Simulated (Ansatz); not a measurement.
Pd: response to strain

The reference is Pd in the fcc (Cu type) structure (space group Fm-3m, No. 225; a = 3.878 Å; relaxed with 0.1 eV smearing). Axes: x, y, z lie along the cube axes.

Strains are applied to the cell and any free atomic positions relax.

Calculations: DFT with PBEsol, PAW potentials and a 420 eV plane-wave cutoff in Ansatz (a quantum-chemistry and plane-wave program), without spin-orbit coupling.

Notes on the quantities. energy relative to the base: free energy F.

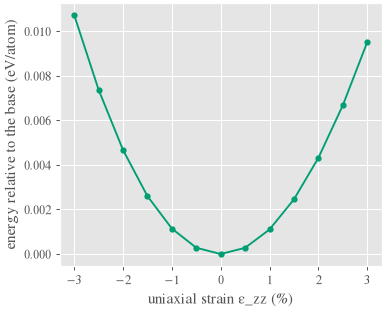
Figure. Energy relative to the base against uniaxial strain ε_zz

From the plot, what is the energy relative to the base for uniaxial strain ε_zz = +0.50 %?

About 0.0003 eV/atom.

Is the trend monotonic over the range shown?

No, it turns within the range, spanning 0 meV/atom to +11 meV/atom.

Whether these cells are dynamically stable was not tested. The final runs are not spin-polarised. Pd lies near a magnetic instability that expansion can trigger; it was not tested.
